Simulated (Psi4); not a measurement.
# Energy and gradient calculation of C₈H₂₀O₄W (part 2 of 3)

The same run, continued: C₈H₂₀O₄W, multiplicity 3, SMILES CC[O][W]([O]CC)([O]CC)[O]CC; XLYP/def2-SVPD, UKS, dispersion D3(BJ), core potentials def2 (Psi4 1.11). The geometry comes from this level: GFN2-xTB.

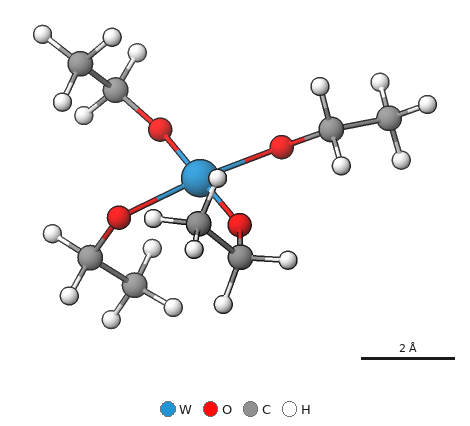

Fig. 1: The input geometry (ball-and-stick view, seen at a tilt). Sticks mark near contacts.

Log, continued:
```
     368A      2.113686   369A      2.133852   370A      2.140993
     371A      2.157157   372A      2.164721   373A      2.188065
     374A      2.193424   375A      2.199729   376A      2.227057
     377A      2.237708   378A      2.253468   379A      2.276711
     380A      2.293619   381A      2.299831   382A      2.315210
     383A      2.319719   384A      2.343263   385A      2.364701
     386A      2.388550   387A      2.394370   388A      2.399255
     389A      2.407679   390A      2.421011   391A      2.445780
     392A      2.460901   393A      2.470739   394A      2.484784
     395A      2.504761   396A      2.542545   397A      2.569639
     398A      2.573862   399A      2.578335   400A      2.584546
     401A      2.586148   402A      2.595622   403A      2.613530
     404A      2.754349   405A      2.765424   406A      2.772040
     407A      2.780100   408A      2.798680   409A      2.835737
     410A      2.866868   411A      2.872483   412A      2.879805
     413A      2.886109   414A      2.901651   415A      2.909224
     416A      2.923368   417A      2.937131   418A      2.948213
     419A      2.971015   420A      2.978341   421A      2.983709
     422A      2.995191   423A      3.002045   424A      3.007300
     425A      3.028457   426A      3.041351   427A      3.048964
     428A      3.057194   429A      3.059487   430A      3.080311
     431A      3.084240   432A      3.092460   433A      3.115271
     434A      3.139625   435A      3.145786   436A      3.158238
     437A      3.167750   438A      3.182635   439A      3.200248
     440A      3.389739   441A      3.492280   442A      3.494477
     443A      3.556948   444A      3.572273   445A      4.840622
     446A     68.369505   447A    575.044799

    Beta Occupied:

       1A    -18.826328     2A    -18.821985     3A    -18.761811
       4A    -18.759386     5A    -10.001259     6A     -9.996598
       7A     -9.968486     8A     -9.961885     9A     -9.935320
      10A     -9.930006    11A     -9.928480    12A     -9.908246
      13A     -2.855733    14A     -1.577965    15A     -1.527427
      16A     -1.516326    17A     -0.939769    18A     -0.911476
      19A     -0.864244    20A     -0.853609    21A     -0.678043
      22A     -0.662752    23A     -0.650116    24A     -0.637343
      25A     -0.578691    26A     -0.545705    27A     -0.526596
      28A     -0.512206    29A     -0.471648    30A     -0.443212
      31A     -0.433714    32A     -0.432114    33A     -0.409181
      34A     -0.404211    35A     -0.399236    36A     -0.395088
      37A     -0.387433    38A     -0.384753    39A     -0.360853
      40A     -0.349314    41A     -0.347391    42A     -0.342556
      43A     -0.337054    44A     -0.333583    45A     -0.325370
      46A     -0.324238    47A     -0.318214    48A     -0.308979
      49A     -0.297131    50A     -0.290520    51A     -0.267729
      52A     -0.262973    53A     -0.239143    54A     -0.206045
      55A     -0.202917    56A     -0.198199

    Beta Virtual:

      57A     -0.118822    58A     -0.074337    59A     -0.057190
      60A     -0.038340    61A     -0.008510    62A     -0.003556
      63A     -0.002020    64A      0.009757    65A      0.026072
      66A      0.028028    67A      0.032673    68A      0.037414
      69A      0.042038    70A      0.051106    71A      0.052740
      72A      0.056258    73A      0.064476    74A      0.069560
      75A      0.077655    76A      0.079703    77A      0.086692
      78A      0.088411    79A      0.093757    80A      0.095673
      81A      0.098728    82A      0.100980    83A      0.107824
      84A      0.111713    85A      0.114211    86A      0.117261
      87A      0.118734    88A      0.122571    89A      0.128940
      90A      0.134199    91A      0.139202    92A      0.142837
      93A      0.146822    94A      0.149499    95A      0.156051
      96A      0.157580    97A      0.164982    98A      0.167998
      99A      0.172465   100A      0.176268   101A      0.185165
     102A      0.186157   103A      0.201529   104A      0.205594
     105A      0.211056   106A      0.216162   107A      0.218621
     108A      0.227114   109A      0.232012   110A      0.234551
     111A      0.237247   112A      0.237745   113A      0.241405
     114A      0.245191   115A      0.254225   116A      0.257710
     117A      0.259849   118A      0.265029   119A      0.268710
     120A      0.272701   121A      0.278894   122A      0.282815
     123A      0.283704   124A      0.288293   125A      0.291572
     126A      0.295860   127A      0.300944   128A      0.301805
     129A      0.305429   130A      0.310141   131A      0.313070
     132A      0.318727   133A      0.321012   134A      0.323234
     135A      0.327427   136A      0.330706   137A      0.333497
     138A      0.334603   139A      0.336598   140A      0.341022
     141A      0.343787   142A      0.345033   143A      0.345689
     144A      0.348395   145A      0.351282   146A      0.353693
     147A      0.360305   148A      0.366629   149A      0.373292
     150A      0.373955   151A      0.377112   152A      0.381429
     153A      0.382957   154A      0.387037   155A      0.394492
     156A      0.397040   157A      0.403184   158A      0.403627
     159A      0.410839   160A      0.412109   161A      0.417190
     162A      0.419602   163A      0.422811   164A      0.425489
     165A      0.432593   166A      0.438491   167A      0.441345
     168A      0.442587   169A      0.444443   170A      0.450861
     171A      0.454750   172A      0.455439   173A      0.462958
     174A      0.466341   175A      0.469637   176A      0.473024
     177A      0.476584   178A      0.479672   179A      0.483915
     180A      0.486949   181A      0.488441   182A      0.492306
     183A      0.494429   184A      0.497491   185A      0.502573
     186A      0.506945   187A      0.509377   188A      0.511617
     189A      0.515006   190A      0.522261   191A      0.525058
     192A      0.529599   193A      0.535908   194A      0.539660
     195A      0.548052   196A      0.551274   197A      0.552609
     198A      0.553729   199A      0.561699   200A      0.568338
     201A      0.568700   202A      0.574445   203A      0.575928
     204A      0.584828   205A      0.586747   206A      0.591851
     207A      0.596743   208A      0.606677   209A      0.608451
     210A      0.613781   211A      0.615305   212A      0.623466
     213A      0.629835   214A      0.631415   215A      0.644815
     216A      0.648324   217A      0.652288   218A      0.665916
     219A      0.671214   220A      0.676144   221A      0.684170
     222A      0.688624   223A      0.700563   224A      0.704210
     225A      0.711644   226A      0.713775   227A      0.725072
     228A      0.726570   229A      0.736224   230A      0.743234
     231A      0.753099   232A      0.759472   233A      0.770101
     234A      0.797992   235A      0.800333   236A      0.806446
     237A      0.810914   238A      0.821747   239A      0.824675
     240A      0.840111   241A      0.848705   242A      0.860027
     243A      0.861054   244A      0.872715   245A      0.884342
     246A      0.887520   247A      0.896798   248A      0.897485
     249A      0.904041   250A      0.911929   251A      0.917226
     252A      0.929883   253A      0.934751   254A      0.941464
     255A      0.953668   256A      0.957399   257A      0.967987
     258A      0.971302   259A      0.976867   260A      0.980450
     261A      0.988325   262A      0.992303   263A      1.007464
     264A      1.011832   265A      1.013536   266A      1.022282
     267A      1.026213   268A      1.032544   269A      1.044948
     270A      1.053382   271A      1.060299   272A      1.075154
     273A      1.080411   274A      1.094992   275A      1.101024
     276A      1.113502   277A      1.116322   278A      1.140381
     279A      1.146796   280A      1.170965   281A      1.174490
     282A      1.191356   283A      1.201218   284A      1.212670
     285A      1.225245   286A      1.235911   287A      1.244104
     288A      1.250108   289A      1.260472   290A      1.283914
     291A      1.285006   292A      1.297729   293A      1.308779
     294A      1.311825   295A      1.319374   296A      1.335849
     297A      1.360658   298A      1.370234   299A      1.383644
     300A      1.393229   301A      1.400069   302A      1.414802
     303A      1.439772   304A      1.471093   305A      1.486366
     306A      1.496990   307A      1.501023   308A      1.524572
     309A      1.537732   310A      1.549733   311A      1.550865
     312A      1.560129   313A      1.566032   314A      1.577007
     315A      1.580734   316A      1.586761   317A      1.603134
     318A      1.609960   319A      1.620319   320A      1.636366
     321A      1.645982   322A      1.657293   323A      1.671432
     324A      1.676635   325A      1.687642   326A      1.705170
     327A      1.710140   328A      1.725149   329A      1.732095
     330A      1.760688   331A      1.781776   332A      1.795241
     333A      1.806912   334A      1.813850   335A      1.821620
     336A      1.836742   337A      1.838484   338A      1.842201
     339A      1.853022   340A      1.864733   341A      1.869481
     342A      1.876888   343A      1.887738   344A      1.894385
     345A      1.911149   346A      1.919362   347A      1.928593
     348A      1.936404   349A      1.941911   350A      1.947722
     351A      1.960163   352A      1.973478   353A      1.978569
     354A      1.981557   355A      1.985487   356A      2.006972
     357A      2.008717   358A      2.010474   359A      2.023436
     360A      2.026997   361A      2.037350   362A      2.042298
     363A      2.050208   364A      2.062458   365A      2.088838
     366A      2.094102   367A      2.105654   368A      2.115134
     369A      2.134961   370A      2.142677   371A      2.158057
     372A      2.167822   373A      2.193333   374A      2.195771
     375A      2.202428   376A      2.230801   377A      2.241724
     378A      2.255018   379A      2.278614   380A      2.294243
     381A      2.303201   382A      2.316132   383A      2.321144
     384A      2.344312   385A      2.365462   386A      2.389153
     387A      2.395800   388A      2.400372   389A      2.408752
     390A      2.421724   391A      2.447160   392A      2.461422
     393A      2.471203   394A      2.485089   395A      2.505513
     396A      2.542719   397A      2.570287   398A      2.574273
     399A      2.578856   400A      2.584983   401A      2.586731
     402A      2.596233   403A      2.614397   404A      2.755926
     405A      2.765785   406A      2.772681   407A      2.780933
     408A      2.801204   409A      2.835136   410A      2.866987
     411A      2.873601   412A      2.879377   413A      2.888042
     414A      2.902699   415A      2.911133   416A      2.924106
     417A      2.937298   418A      2.949112   419A      2.971047
     420A      2.978225   421A      2.984223   422A      2.996195
     423A      3.004138   424A      3.008372   425A      3.030616
     426A      3.041673   427A      3.049717   428A      3.057949
     429A      3.060234   430A      3.081450   431A      3.085585
     432A      3.093256   433A      3.116419   434A      3.139821
     435A      3.146067   436A      3.160045   437A      3.168640
     438A      3.184411   439A      3.201552   440A      3.390122
     441A      3.492312   442A      3.502213   443A      3.559678
     444A      3.575341   445A      4.843591   446A     68.307827
     447A    574.800017

    Final Occupation by Irrep:
              A
    DOCC [    56 ]
    SOCC [     2 ]
    NA   [    58 ]
    NB   [    56 ]

  @DF-UKS Final Energy:  -684.88210446933272

   => Energetics <=

    Nuclear Repulsion Energy =           1015.1438404712505417
    One-Electron Energy =               -2972.0700460176758497
    Two-Electron Energy =                1365.3010232725191599
    DFT Exchange-Correlation Energy =     -93.1443354689487109
    Empirical Dispersion Energy =          -0.1125867264777935
    VV10 Nonlocal Energy =                  0.0000000000000000
    Total Energy =                       -684.8821044693327167

  UHF NO Occupations:
  HONO-2 :   56  A 1.9983567
  HONO-1 :   57  A 1.0000000
  HONO-0 :   58  A 1.0000000
  LUNO+0 :   59  A 0.0016433
  LUNO+1 :   60  A 0.0006480
  LUNO+2 :   61  A 0.0002541
  LUNO+3 :   62  A 0.0001713

Computation Completed

Properties will be evaluated at   0.000000,   0.000000,   0.000000 [a0]

Properties computed using the SCF density matrix

 Multipole Moments:

 ------------------------------------------------------------------------------------
     Multipole            Electronic (a.u.)      Nuclear  (a.u.)        Total (a.u.)
 ------------------------------------------------------------------------------------

 L = 1.  Multiply by 2.5417464519 to convert [e a0] to [Debye]
 Dipole X            :         -0.3825851            0.7890853            0.4065002
 Dipole Y            :         -8.2252285            8.4112757            0.1860472
 Dipole Z            :         -8.9860087            9.2447248            0.2587161
 Magnitude           :                                                    0.5165172

 ------------------------------------------------------------------------------------

	total time  =        462 seconds =       7.70 minutes

         ------------------------------------------------------------
                                   SCF GRAD
         ------------------------------------------------------------

  ==> Geometry <==

    Molecular point group: c1
    Full point group: C1

    Geometry (in Angstrom), charge = 0, multiplicity = 3:

       Center              X                  Y                   Z               Mass
    ------------   -----------------  -----------------  -----------------  -----------------
         W           -0.004615473915    -0.045011180515    -0.045349932826   183.950930920000
         O           -1.014275473915     1.430328819485    -0.020679932826    15.994914619570
         C           -1.247575473915     2.723298819485     0.413470067174    12.000000000000
         C           -0.678745473915     2.864818819485     1.827740067174    12.000000000000
         H           -2.330775473915     2.940588819485     0.402980067174     1.007825032230
         H           -0.743005473915     3.432118819485    -0.266059932826     1.007825032230
         H           -0.751295473915     3.889548819485     2.183680067174     1.007825032230
         H            0.369164526085     2.553558819485     1.796700067174     1.007825032230
         H           -1.225925473915     2.205288819485     2.503100067174     1.007825032230
         O            1.648694526085     1.110748819485     0.268600067174    15.994914619570
         C            2.548004526085     1.270878819485    -0.771519932826    12.000000000000
         C            1.925634526085     0.993838819485    -2.155379932826    12.000000000000
         H            3.415914526085     0.596488819485    -0.630639932826     1.007825032230
         H            2.932744526085     2.308198819485    -0.759399932826     1.007825032230
         H            2.637134526085     1.219688819485    -2.950029932826     1.007825032230
         H            1.040054526085     1.632218819485    -2.283089932826     1.007825032230
         H            1.633524526085    -0.069221180515    -2.231699932826     1.007825032230
         O            1.000374526085    -1.512741180515    -0.007399932826    15.994914619570
         C            1.964094526085    -2.403311180515     0.419730067174    12.000000000000
         C            2.360924526085    -2.025971180515     1.850200067174    12.000000000000
         H            2.843424526085    -2.345521180515    -0.245849932826     1.007825032230
         H            1.567504526085    -3.433551180515     0.385250067174     1.007825032230
         H            3.164894526085    -2.657631180515     2.219560067174     1.007825032230
         H            1.487844526085    -2.128701180515     2.497860067174     1.007825032230
         H            2.678484526085    -0.980921180515     1.854970067174     1.007825032230
         O           -1.628225473915    -1.107091180515    -0.531759932826    15.994914619570
         C           -2.892175473915    -0.984401180515     0.024450067174    12.000000000000
         C           -3.927925473915    -1.803581180515    -0.754989932826    12.000000000000
         H           -3.202855473915     0.081898819485     0.023350067174     1.007825032230
         H           -2.880815473915    -1.334881180515     1.076610067174     1.007825032230
         H           -4.912755473915    -1.697091180515    -0.306769932826     1.007825032230
         H           -3.642765473915    -2.852421180515    -0.749569932826     1.007825032230
         H           -3.964275473915    -1.461831180515    -1.786239932826     1.007825032230

  Nuclear repulsion = 1015.143840471250542

  ==> Basis Set <==

  Basis Set: DEF2-SVPD
    Blend: DEF2-SVPD
    Number of shells: 193
    Number of basis functions: 447
    Number of Cartesian functions: 476
    Spherical Harmonics?: true
    Max angular momentum: 3

  Core potential: DEF2-SVPD
    Number of shells: 4
    Number of ECP primitives: 10
    Number of ECP core electrons: 60
    Max angular momentum: 3

  ==> DFJKGrad: Density-Fitted SCF Gradients <==

    Gradient:                    1
    J tasked:                  Yes
    K tasked:                   No
    wK tasked:                  No
    Integrals threads:           1
    Memory [MiB]:             2360
    Schwarz Cutoff:          1E-12
    Fitting Condition:       1E-10

   => Auxiliary Basis Set <=

  Basis Set: (DEF2-SVPD AUX)
    Blend: DEF2-UNIVERSAL-JKFIT
    Number of shells: 465
    Number of basis functions: 1495
    Number of Cartesian functions: 1825
    Spherical Harmonics?: true
    Max angular momentum: 6

  ==> DFT Potential <==

   => LibXC <=

    Version 7.1.2

   => Composite Functional: XLYP-D3BJ2B <=

    XLYP-d3bj2b GGA Exchange-Correlation Functional

    Deriv               =              1
    GGA                 =           TRUE
    Meta                =          FALSE

    Exchange Hybrid     =          FALSE
    MP2 Hybrid          =          FALSE

   => Exchange Functionals <=

    -0.0690   Slater exchange
    0.7220         Becke 88

   => Correlation Functionals <=

    1.0000   Lee, Yang & Parr

   => LibXC Density Thresholds  <==

    XC_GGA_XC_XLYP:  1.00E-15

   => Molecular Quadrature <=

    Radial Scheme          =       TREUTLER
    Pruning Scheme         =           NONE
    Nuclear Scheme         =       TREUTLER

    Blocking Scheme        =         OCTREE
    BS radius alpha        =              1
    Pruning alpha          =              1
    Radial Points          =             75
    Spherical Points       =            302
    Total Points           =         690828
    Total Blocks           =           4927
    Max Points             =            256
    Max Functions          =            396
    Weights Tolerance      =       1.00E-15
```
